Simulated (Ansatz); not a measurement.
# Ge wire along [110], 24 atoms a period, H-terminated: bands by functional and under strain

What gap, if any, does the Ge wire along [110], 24 atoms a period, H-terminated have, and how does it change with the functional and under strain?

Calculated with Ansatz 0.2.0; DFT PBE, plane waves, PAW; relaxation of a wire's period; PAW set soft_1, in the first sound run; inputs show where later runs differ.

**1. The starting structure**

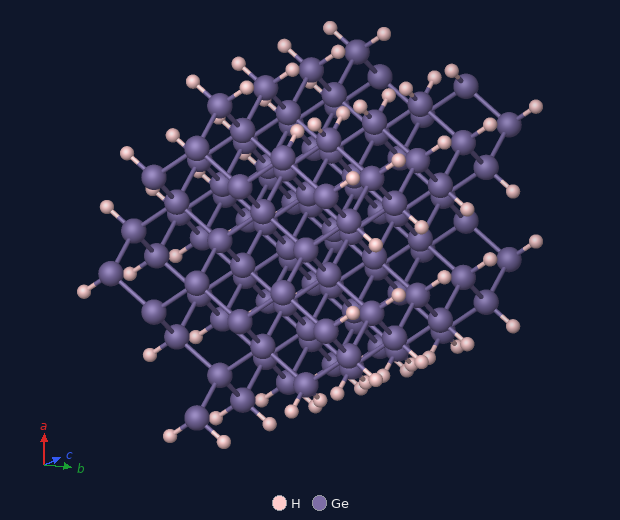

The starting structure, seen at a slant to the c axis (hydrogen pink, germanium purple). 1×1×4 cells are drawn. Some periodic images of atoms are drawn too.

The cell holds 40 atoms: 16 H and 24 Ge. Its edges and angles: a = 21.561 Å, b = 19.530 Å, c = 4.073 Å, α = 90.0°, β = 90.0°, γ = 90.0°. Vacuum lies along a and b. The structure's axis is c.

**2. The relaxed wire**

Band widths follow the bond lengths, so the wire is relaxed first. The atoms and the third cell vector are free; the box across stays fixed as vacuum. A Fermi-Dirac smearing is set since the result may be a metal. The pressure printed is a third of the stress's trace over the whole box, vacuum included; only the stress along the axis is relaxed.

input.yaml

```yaml
crystal:
  lattice:
    - [21.561, 0.0, 0.0]
    - [0.0, 19.53, 0.0]
    - [0.0, 0.0, 4.0729350596]
  atoms:
    - { symbol: H, position: [0.157692129, 0.382638764, 0.0] }
    - { symbol: Ge, position: [0.199465072, 0.447858153, 0.0] }
    - { symbol: Ge, position: [0.399826836, 0.343584342, 0.0] }
    - { symbol: Ge, position: [0.399826836, 0.760679586, 0.0] }
    - { symbol: Ge, position: [0.466614091, 0.239310531, 0.0] }
    - { symbol: Ge, position: [0.466614091, 0.447858153, 0.0] }
    - { symbol: Ge, position: [0.666975855, 0.343584342, 0.0] }
    - { symbol: Ge, position: [0.666975855, 0.760679586, 0.0] }
    - { symbol: H, position: [0.708748798, 0.278364953, 0.0] }
    - { symbol: Ge, position: [0.73376311, 0.447858153, 0.0] }
    - { symbol: H, position: [0.224479384, 0.656405775, 0.187268604] }
    - { symbol: H, position: [0.775536053, 0.656405775, 0.312731396] }
    - { symbol: Ge, position: [0.266252327, 0.656405775, 0.5] }
    - { symbol: Ge, position: [0.266252327, 0.447858153, 0.5] }
    - { symbol: H, position: [0.291266639, 0.278364953, 0.5] }
    - { symbol: H, position: [0.291266639, 0.825898975, 0.5] }
    - { symbol: Ge, position: [0.333039582, 0.343584342, 0.5] }
    - { symbol: Ge, position: [0.333039582, 0.552131964, 0.5] }
    - { symbol: Ge, position: [0.333039582, 0.760679586, 0.5] }
    - { symbol: Ge, position: [0.533401346, 0.239310531, 0.5] }
    - { symbol: Ge, position: [0.533401346, 0.656405775, 0.5] }
    - { symbol: Ge, position: [0.533401346, 0.447858153, 0.5] }
    - { symbol: H, position: [0.558415658, 0.825898975, 0.5] }
    - { symbol: H, position: [0.575174289, 0.174091142, 0.5] }
    - { symbol: Ge, position: [0.600188601, 0.343584342, 0.5] }
    - { symbol: Ge, position: [0.600188601, 0.552131964, 0.5] }
    - { symbol: Ge, position: [0.600188601, 0.760679586, 0.5] }
    - { symbol: Ge, position: [0.800550365, 0.447858153, 0.5] }
    - { symbol: H, position: [0.842323308, 0.382638764, 0.5] }
    - { symbol: H, position: [0.842323308, 0.513077542, 0.5] }
    - { symbol: H, position: [0.775536053, 0.656405775, 0.687268604] }
    - { symbol: H, position: [0.224479384, 0.656405775, 0.812731396] }
    - { symbol: H, position: [0.157692129, 0.513077542, 0.0] }
    - { symbol: Ge, position: [0.399826836, 0.552131964, 0.0] }
    - { symbol: H, position: [0.424841148, 0.174091142, 0.0] }
    - { symbol: H, position: [0.441599779, 0.825898975, 0.0] }
    - { symbol: Ge, position: [0.466614091, 0.656405775, 0.0] }
    - { symbol: Ge, position: [0.666975855, 0.552131964, 0.0] }
    - { symbol: H, position: [0.708748798, 0.825898975, 0.0] }
    - { symbol: Ge, position: [0.73376311, 0.656405775, 0.0] }
kpoints:
  mp_grid: { grid: [1, 1, 20] }
scf:
  occupations: { method: fermi_dirac, width: 0.05 }
hamiltonian:
  xc: pbe
  pseudopotentials: { kind: paw, azcp: { folder: soft_1 } }
relax:
  cell: { fix: [a, b, alpha, beta, gamma] }
  max_steps: 45
  f_tol: 0.03
```

On the command line:

```console
ansatz run input.yaml --threads 4 --pin off --max-ram 16384MiB --backend cpu --events-out ev --progress --plain --runs-dir out
```

Numbers of over 12 decimals in the logs are rounded to 6 here.

Output:

```text
Engine: ansatz 0.2.0, aarch64-unknown-linux-gnu
Pseudopotentials: kind: paw
Pseudopotential: H, paw, valence charge 1, recommended cutoff 420 eV (normal), soft_1/H.paw.azcp
Pseudopotential: Ge, paw, valence charge 14, recommended cutoff 420 eV (normal), soft_1/Ge.paw.azcp
Functional definition: PBE
  parameter kappa = 0.804
  parameter beta = 0.066725
  exchange = pbe_x(kappa = kappa, mu = beta*pi^2/3)
  correlation = pbe_c(beta = beta)
Crystal: 40 atoms, lattice volume = 1715.057 Å³
Basis set: ecut = 420 eV, 33541 PW (Γ), exchange–correlation on 300×270×60 points (8 copies of the dense FFT grid, shifted against one another)
Bands: 216, of which v1, the nominal top of the filled ones, is band 176 counted from 1 (175 counted from 0)
Symmetry: 4 space group operations
Space group: Pma2 (ITA 28), of the structure as read, at distance tolerance 1.2e-4 Å
k-points: 11 of 20
Non-local potential: H, projectors of the file, l = 0: 2, l = 1: 1
Non-local potential: Ge, projectors of the file, l = 0: 2, l = 1: 2, l = 2: 3, l = 3: 1
PAW form: soft (Blöchl's): semilocal exchange-correlation on the pseudo side does not see the compensation charge
PAW one-centre angular grid: H, 110 points (default); XC on 64 Gauss nodes
PAW one-centre angular grid: Ge, 590 points (default); XC on 64 Gauss nodes
Initial density: superposition of atomic densities (neutral atoms: chi_scale 0, normalization atom)
Initial wavefunctions: pseudopotential atomic-orbital guess
Functional: x = pbe(κ = 0.804, μ = 0.219515), c = pbe(β = 0.066725)
SCF iter   1: F=—  HF=-103333.692576 eV  |F-HF|=—  |Δ(HF+E_count)|=         —  Δρ=3.31e-2  dr2=1.58e1  ethr=3.10e-3  ⟨swp⟩=6.0  Hψ=8988  notcnv=0  defer=154
preconditioner: auto → Resta (q_TF=auto, 2.095 Å⁻¹)  ε∞=1.6  [insulator: Δε(μ)=1.115 eV  Ē_g=21.796 eV  σ=0.050 eV  W_gap=1.00  n_scr=284 (ndim 8)  ℏωp=16.8 eV  f_vac=0.543  D(μ)=0.00/eV (n_scr^D=0)  ε∞_Penn≈1.6  vacuum switching on, ρ_ref=3.4e-2 e/Å³]
SCF iter   2: F=—  HF=-103330.468134 eV  |F-HF|=—  |Δ(HF+E_count)|=    3.22e0  Δρ=1.48e-2  dr2=3.88e0  ethr=3.10e-3  ⟨swp⟩=3.0  Hψ=3273  notcnv=0  defer=334
SCF iter   3: F=—  HF=-103331.070431 eV  |F-HF|=—  |Δ(HF+E_count)|=   6.02e-1  Δρ=6.59e-3  dr2=9.88e0  ethr=1.10e-3  ⟨swp⟩=3.6  Hψ=4891  notcnv=0  defer=333  recentre
SCF iter   4: F=—  HF=-103329.667916 eV  |F-HF|=—  |Δ(HF+E_count)|=    1.40e0  Δρ=1.87e-3  dr2=9.66e-2  ethr=1.10e-3  ⟨swp⟩=3.0  Hψ=3077  notcnv=0  defer=310
SCF iter   5: F=—  HF=-103329.670444 eV  |F-HF|=—  |Δ(HF+E_count)|=   2.53e-3  Δρ=8.54e-4  dr2=1.27e-2  ethr=2.75e-5  ⟨swp⟩=2.1  Hψ=3144  notcnv=0  defer=318
SCF iter   6: F=—  HF=-103329.673061 eV  |F-HF|=—  |Δ(HF+E_count)|=   2.62e-3  Δρ=3.41e-4  dr2=7.28e-3  ethr=3.62e-6  ⟨swp⟩=2.1  Hψ=2564  notcnv=0  defer=318
SCF iter   7: F=—  HF=-103329.672540 eV  |F-HF|=—  |Δ(HF+E_count)|=   5.20e-4  Δρ=1.32e-4  dr2=3.78e-4  ethr=2.07e-6  ⟨swp⟩=2.0  Hψ=2411  notcnv=0  defer=318
SCF iter   8: F=—  HF=-103329.672660 eV  |F-HF|=—  |Δ(HF+E_count)|=   1.20e-4  Δρ=4.66e-5  dr2=2.94e-5  ethr=1.07e-7  ⟨swp⟩=2.0  Hψ=2633  notcnv=0  defer=318
SCF iter   9: F=—  HF=-103329.672690 eV  |F-HF|=—  |Δ(HF+E_count)|=   2.95e-5  Δρ=1.80e-5  dr2=4.67e-6  ethr=8.34e-9  ⟨swp⟩=2.0  Hψ=2992  notcnv=0  defer=323
SCF iter  10: F=—  HF=-103329.672695 eV  |F-HF|=—  |Δ(HF+E_count)|=   5.63e-6  Δρ=6.19e-6  dr2=3.19e-6  ethr=1.33e-9  ⟨swp⟩=2.0  Hψ=2667  notcnv=0  defer=323
SCF iter  11: F=—  HF=-103329.672695 eV  |F-HF|=—  |Δ(HF+E_count)|=   2.39e-8  Δρ=2.82e-6  dr2=7.39e-7  ethr=9.06e-10  ⟨swp⟩=2.0  Hψ=2460  notcnv=0  defer=323
SCF iter  12: F=-103329.672695 eV  HF=-103329.672695 eV  |F-HF|=6.80e-9  |Δ(HF+E_count)|=   5.27e-8  Δρ=1.14e-6  dr2=3.25e-8  ethr=2.84e-11  ⟨swp⟩=3.0  Hψ=7204  notcnv=0
SCF 1 converged in 12 iterations: F = -103329.672695 eV  dr2 = 3.25e-8
  greatest PAW one-centre occupation: 0.998 electrons in one spin orbital (limit 2), on the Ge atom at site 39 (counted from 0), in its partial waves of l = 2
relax step   1: F+E_penalty+E_count = -103329.67269527 eV  Δ(F+E_penalty+E_count) = +0.000e0 eV  max|allowed force component| = 3.414e-1 eV/Å  Δτ_max = 0.0000 Å  P = -0.383 GPa  Ω = 1715.057 Å³  fix = [a, b, alpha, beta, gamma]  reactions: a -0.542, b -0.579 GPa  (12 SCF iters, dr2 threshold 1.00e-7 eV, accepted)
Crystal: 40 atoms, lattice volume = 1748.650 Å³
Basis set: ecut = 420 eV, 34077 PW (Γ), exchange–correlation on 300×270×60 points (8 copies of the dense FFT grid, shifted against one another)
Initial density: handed on by an earlier stage of this run
Initial wavefunctions: those handed on with the density
iter 1 solved again at ethr=1.68e-4 eV; its pass at ethr=3.10e-3 eV (dr2=5.92e-1 eV) is discarded
SCF iter   1: F=—  HF=-103329.812460 eV  |F-HF|=—  |Δ(HF+E_count)|=         —  Δρ=8.09e-3  dr2=6.02e-1  ethr=1.68e-4  ⟨swp⟩=6.8  Hψ=11715  notcnv=0  defer=2
preconditioner: auto → Resta (q_TF=auto, 2.089 Å⁻¹)  ε∞=1.6  [insulator: Δε(μ)=1.212 eV  Ē_g=21.857 eV  σ=0.050 eV  W_gap=1.00  n_scr=284 (ndim 8)  ℏωp=16.7 eV  f_vac=0.592  D(μ)=0.00/eV (n_scr^D=0)  ε∞_Penn≈1.6  vacuum switching on, ρ_ref=3.5e-2 e/Å³]
SCF iter   2: F=—  HF=-103329.753072 eV  |F-HF|=—  |Δ(HF+E_count)|=   5.94e-2  Δρ=3.63e-3  dr2=1.78e-1  ethr=1.68e-4  ⟨swp⟩=6.4  Hψ=4111  notcnv=0  defer=72
SCF iter   3: F=—  HF=-103329.765940 eV  |F-HF|=—  |Δ(HF+E_count)|=   1.29e-2  Δρ=2.03e-3  dr2=2.20e-1  ethr=5.06e-5  ⟨swp⟩=4.2  Hψ=3254  notcnv=0  defer=250
SCF iter   4: F=—  HF=-103329.738483 eV  |F-HF|=—  |Δ(HF+E_count)|=   2.75e-2  Δρ=3.61e-4  dr2=9.02e-3  ethr=5.06e-5  ⟨swp⟩=3.2  Hψ=2682  notcnv=0  defer=320
SCF iter   5: F=—  HF=-103329.737467 eV  |F-HF|=—  |Δ(HF+E_count)|=   1.02e-3  Δρ=1.54e-4  dr2=1.06e-3  ethr=2.56e-6  ⟨swp⟩=2.0  Hψ=2564  notcnv=0  defer=343
SCF iter   6: F=—  HF=-103329.737419 eV  |F-HF|=—  |Δ(HF+E_count)|=   4.80e-5  Δρ=7.73e-5  dr2=2.65e-4  ethr=3.02e-7  ⟨swp⟩=2.0  Hψ=2689  notcnv=0  defer=343
SCF iter   7: F=—  HF=-103329.737401 eV  |F-HF|=—  |Δ(HF+E_count)|=   1.78e-5  Δρ=3.65e-5  dr2=1.76e-5  ethr=7.52e-8  ⟨swp⟩=2.0  Hψ=2483  notcnv=0  defer=343
SCF iter   8: F=-103329.737405 eV  HF=-103329.737406 eV  |F-HF|=1.39e-6  |Δ(HF+E_count)|=   5.24e-6  Δρ=1.33e-5  dr2=3.75e-6  ethr=1.14e-9  ⟨swp⟩=4.8  Hψ=6959  notcnv=0
SCF 2 converged in 8 iterations: F = -103329.737405 eV  dr2 = 3.75e-6
  greatest PAW one-centre occupation: 0.998 electrons in one spin orbital (limit 2), on the Ge atom at site 12 (counted from 0), in its partial waves of l = 2
[...]
SCF iter   5: F=—  HF=-103329.820948 eV  |F-HF|=—  |Δ(HF+E_count)|=   6.85e-6  Δρ=5.05e-7  dr2=5.19e-9  ethr=1.51e-11  ⟨swp⟩=2.4  Hψ=2838  notcnv=0  defer=1
SCF iter   6: F=—  HF=-103329.820950 eV  |F-HF|=—  |Δ(HF+E_count)|=   2.33e-6  Δρ=2.09e-7  dr2=5.29e-9  ethr=1.47e-12  ⟨swp⟩=2.9  Hψ=3177  notcnv=0  defer=1
SCF iter   7: F=—  HF=-103329.820950 eV  |F-HF|=—  |Δ(HF+E_count)|=   4.99e-7  Δρ=9.00e-8  dr2=8.95e-10  ethr=1.47e-12  ⟨swp⟩=2.3  Hψ=2801  notcnv=0  defer=1
SCF iter   8: F=-103329.820950 eV  HF=-103329.820950 eV  |F-HF|=1.25e-8  |Δ(HF+E_count)|=   8.67e-8  Δρ=3.69e-8  dr2=1.12e-10  ethr=1.00e-12  ⟨swp⟩=4.1  Hψ=5335  notcnv=0
SCF 5 converged in 8 iterations: F = -103329.820950 eV  dr2 = 1.12e-10
relax step   5: F+E_penalty+E_count = -103329.82095044 eV  Δ(F+E_penalty+E_count) = -2.012e-3 eV  max|allowed force component| = 1.096e-2 eV/Å  Δτ_max = 0.0000 Å  P = -0.007 GPa  Ω = 1727.707 Å³  fix = [a, b, alpha, beta, gamma]  reactions: a -0.008, b -0.007 GPa  stress off target by 6.09e-3 GPa on what of the cell is left free  SCF on the basis re-selected at this cell (its energy is not comparable with the rows above)  (8 SCF iters)
basis re-selected at this cell: Δ(F+E_penalty+E_count) = -2.012e-3 eV, ΔP = +0.001 GPa vs the last step (what re-selecting the basis moved, of the pressure what is left beyond the Pulay correction that the steps carried, after the strain that the cell walked since its last selection, with what the two solves' SCF thresholds leave and, on support functions, any second-order correction that the steps lacked; it is no m [...]
SCF converged after 8 iterations
Free energy (F): -103329.820950 eV
Harris-Foulkes:  -103329.820950 eV  (|F-HF|=1.25e-8)
Internal energy: -103329.820949 eV  (E = F + TS)
E sigma→0 (E₀):  -103329.820950 eV
Entropy (-TS):   -0.000001 eV (-0.000 meV/atom)
Fermi energy:    0.038041 eV
--- Per-component energies (eV) ---
  E_band       = -6535.734533
  E_kinetic    = 2421.282145
  E_local      = -248787.127007  (includes V_loc(G=0)·N_el)
  E_nonlocal   = 5244.291769
  E_hartree    = 121671.944854
  E_xc         = -1847.178540
  E_vxc        = -1726.553132  (∫ρ·V_xc dr)
  E_paw        = -48342.768948  (= ΣΔE_a)
  E_vpaw       = -7031.498936  (= ΣTr[D̂ρ^β])
  E_aug_tail   = -0.014461  (compensation charges beyond the density's cutoff)
  E_ewald      = 66309.749239
  E_smearing   = -0.000001  (= −TS)
  E_closure    = -0.000000  (closes the sum)
  Σ components = -103329.820950   (vs F -103329.820950, Δ=0.00e0)
--- Forces (eV/Å), atoms counted from 1 ---
  atom   1  H      0.00525702     0.00151472    -0.00000000
  atom   2  Ge    -0.00488822    -0.00251392     0.00000000
  atom   3  Ge    -0.00053612    -0.00213227     0.00000000
  atom   4  Ge     0.00122983     0.00588519    -0.00000000
  atom   5  Ge    -0.00048646    -0.00035009     0.00000000
  atom   6  Ge    -0.00114584     0.00051179     0.00000000
  atom   7  Ge    -0.00119503     0.00024508     0.00000000
  atom   8  Ge    -0.00220830    -0.00154248     0.00000000
  atom   9  H     -0.00085863     0.00216137     0.00000000
  atom  10  Ge    -0.00096641     0.00368374     0.00000000
  atom  11  H      0.00739477     0.00128488     0.01079851
  atom  12  H     -0.00739477     0.00128488    -0.01079851
  atom  13  Ge    -0.01096483    -0.00164397     0.00000000
  atom  14  Ge     0.00096641     0.00368374    -0.00000000
  atom  15  H      0.00085863     0.00216137    -0.00000000
  atom  16  H     -0.00042239    -0.00304481     0.00000000
  atom  17  Ge     0.00119503     0.00024508    -0.00000000
  atom  18  Ge    -0.00439949     0.00035392     0.00000000
  atom  19  Ge     0.00220830    -0.00154248    -0.00000000
  atom  20  Ge     0.00048646    -0.00035009    -0.00000000
  atom  21  Ge     0.00014710    -0.00007223    -0.00000000
  atom  22  Ge     0.00114584     0.00051179    -0.00000000
  atom  23  H      0.00342751    -0.00288769    -0.00000000
  atom  24  H     -0.00199821     0.00184338     0.00000000
  atom  25  Ge     0.00053612    -0.00213227    -0.00000000
  atom  26  Ge    -0.00000954    -0.00090648     0.00000000
  atom  27  Ge    -0.00122983     0.00588519     0.00000000
  atom  28  Ge     0.00488822    -0.00251392    -0.00000000
  atom  29  H     -0.00525702     0.00151472     0.00000000
  atom  30  H     -0.00027632    -0.00367587     0.00000000
  atom  31  H     -0.00739477     0.00128488     0.01079851
  atom  32  H      0.00739477     0.00128488    -0.01079851
  atom  33  H      0.00027632    -0.00367587    -0.00000000
  atom  34  Ge     0.00000954    -0.00090648    -0.00000000
  atom  35  H      0.00199821     0.00184338    -0.00000000
  atom  36  H     -0.00342751    -0.00288769     0.00000000
  atom  37  Ge    -0.00014710    -0.00007223     0.00000000
  atom  38  Ge     0.00439949     0.00035392    -0.00000000
  atom  39  H      0.00042239    -0.00304481    -0.00000000
  atom  40  Ge     0.01096483    -0.00164397    -0.00000000
  max |Σ_I F_I| component: 1.74e-6 eV/Å
--- Stress (GPa, compression-positive) ---
       -0.008371      -0.000000       0.000000
       -0.000000      -0.006907       0.000000
        0.000000       0.000000      -0.006089
  P = ⅓ Tr σ = -0.0071 GPa (-0.071 kbar)
--- Relaxed structure (4 steps of the walk, 4 accepted, 1 SCFs on fresh bases) ---
  F+E_penalty+E_count = -103329.82095044 eV   max|allowed force component| = 1.096e-2 eV/Å   (the final SCF, on the basis selected at the relaxed cell)
  cell:  # Å, volume = 1727.7068 Å³
    - [21.561, 0, 0]
    - [0, 19.53, 0]
    - [0, 0, 4.102975]
  atoms:
    - { symbol: H, position: [0.160826, 0.384057, 0.0] }
    - { symbol: Ge, position: [0.203461, 0.447970, 0] }
    - { symbol: Ge, position: [0.400498, 0.344452, 0] }
    - { symbol: Ge, position: [0.399301, 0.757990, 0] }
    - { symbol: Ge, position: [0.467893, 0.242162, 0] }
    - { symbol: Ge, position: [0.466953, 0.448096, 0.0] }
    - { symbol: Ge, position: [0.664534, 0.346381, 0.0] }
    - { symbol: Ge, position: [0.664733, 0.758360, 0] }
    - { symbol: H, position: [0.706107, 0.281059, 0.0] }
    - { symbol: Ge, position: [0.732370, 0.448261, 0.0] }
    - { symbol: H, position: [0.226096, 0.655927, 0.202081] }
    - { symbol: H, position: [0.773919, 0.655927, 0.297919] }
    - { symbol: Ge, position: [0.269529, 0.655928, 0.500000] }
    - { symbol: Ge, position: [0.267646, 0.448261, 0.500000] }
    - { symbol: H, position: [0.293908, 0.281059, 0.500000] }
    - { symbol: H, position: [0.293486, 0.823352, 0.500000] }
    - { symbol: Ge, position: [0.335481, 0.346381, 0.500000] }
    - { symbol: Ge, position: [0.334230, 0.551718, 0.500000] }
    - { symbol: Ge, position: [0.335283, 0.758360, 0.500000] }
    - { symbol: Ge, position: [0.532123, 0.242162, 0.500000] }
    - { symbol: Ge, position: [0.533026, 0.655719, 0.500000] }
    - { symbol: Ge, position: [0.533062, 0.448096, 0.500000] }
    - { symbol: H, position: [0.559124, 0.823078, 0.500000] }
    - { symbol: H, position: [0.574109, 0.177255, 0.500000] }
    - { symbol: Ge, position: [0.599518, 0.344452, 0.500000] }
    - { symbol: Ge, position: [0.599677, 0.551862, 0.500000] }
    - { symbol: Ge, position: [0.600714, 0.757990, 0.500000] }
    - { symbol: Ge, position: [0.796555, 0.447970, 0.500000] }
    - { symbol: H, position: [0.839189, 0.384057, 0.500000] }
    - { symbol: H, position: [0.839384, 0.511717, 0.500000] }
    - { symbol: H, position: [0.773919, 0.655927, 0.702081] }
    - { symbol: H, position: [0.226096, 0.655927, 0.797919] }
    - { symbol: H, position: [0.160632, 0.511717, 0] }
    - { symbol: Ge, position: [0.400338, 0.551862, 0] }
    - { symbol: H, position: [0.425907, 0.177255, 0] }
    - { symbol: H, position: [0.440892, 0.823078, 0.0] }
    - { symbol: Ge, position: [0.466990, 0.655719, 0] }
    - { symbol: Ge, position: [0.665786, 0.551718, 0] }
    - { symbol: H, position: [0.706529, 0.823352, 0.0] }
    - { symbol: Ge, position: [0.730487, 0.655928, 0] }
```

It took 13 min on 4 threads of Arm Neoverse V1, shared host; peak memory 7.1 GiB.

Relaxation path:

| step | energy less that of the first step (eV) | largest force component (eV/Å) | pressure (GPa) | volume (Å³) |
| --- | --- | --- | --- | --- |
| 1 | 0.0000 | 0.3414 | -0.38 | 1715.06 |
| 2 | -0.0647 | 0.2974 | -0.02 | 1748.65 |
| 3 | -0.1447 | 0.0451 | -0.05 | 1729.71 |
| 4 | -0.1462 | 0.0107 | -0.01 | 1727.71 |
| 5* | -0.1483 | 0.0110 | -0.01 | 1727.71 |

Relaxation steps marked * repeat the geometry before them on a plane-wave basis chosen anew for their cell, so energy and pressure can jump there.

Forces are held to the 4 operations that the run works with; a distortion that breaks them can't arise in this run.

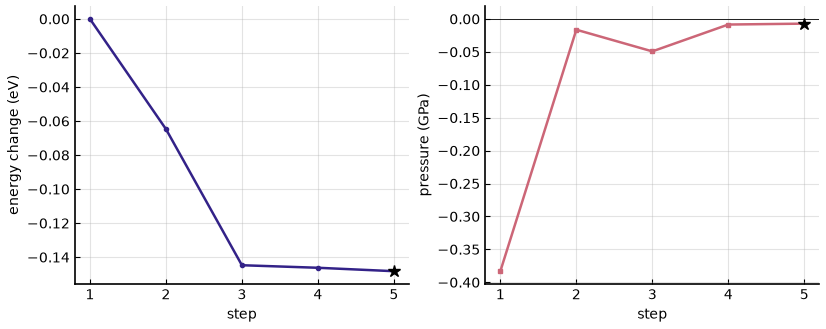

Energy and pressure along the relaxation. Stars mark steps on a basis chosen anew.

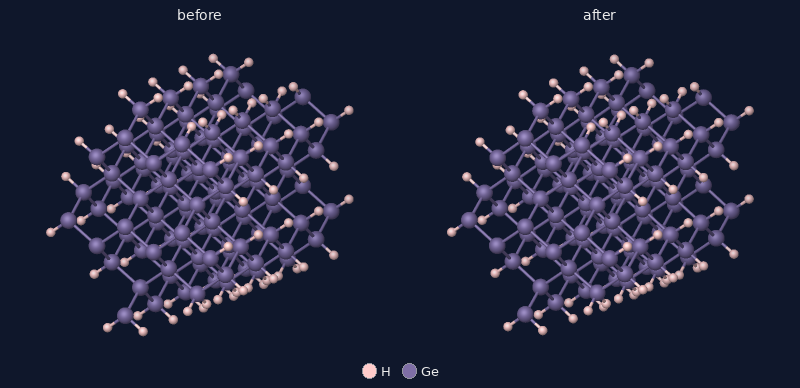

Before and after, at one scale.

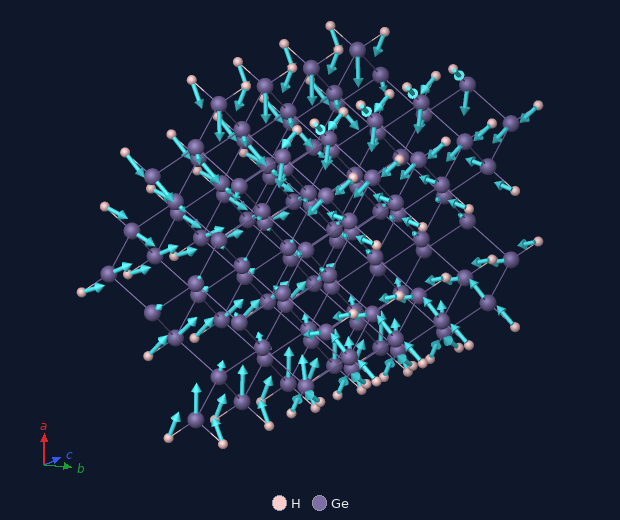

Displacements in the relaxation, exaggerated, measured against the changing cell; the longest in the cell stands for 0.09 Å. 1×1×4 cells are drawn. Some periodic images of atoms are drawn too.

| cell as run | before | after | change |
| --- | --- | --- | --- |
| c (Å) | 4.073 | 4.103 | +0.7 % |

The atoms that moved most (Å, along periodic axes as changes of fractional coordinates times the final cell, across vacuum about the mean position):

| atom | dx | dy | dz | length |
| --- | --- | --- | --- | --- |
| Ge2 | 0.086 | 0.002 | 0.000 | 0.086 |
| Ge28 | -0.086 | 0.002 | 0.000 | 0.086 |
| H15 | 0.057 | 0.053 | 0.000 | 0.078 |
| H9 | -0.057 | 0.053 | 0.000 | 0.078 |
| Ge7 | -0.053 | 0.055 | 0.000 | 0.076 |
| Ge17 | 0.053 | 0.055 | 0.000 | 0.076 |
| H1 | 0.068 | 0.028 | 0.000 | 0.073 |
| H29 | -0.068 | 0.028 | 0.000 | 0.073 |

Numbers from this step:

- cell length along the wire: 4.103 Å

The cell's length comes to 4.103 Å with spin left out.

(Part 1 of 4 ends here.)

[Logs are printed without paths, hosts, clocks, repeated set-up lines and the standing remarks that a program may print on its own settings, such as how far it seeks lower states.]

[Hosts, paths, dates, database ids (printed as entryN), source tags and the programs' standing remarks are cut or masked in the printed files.]
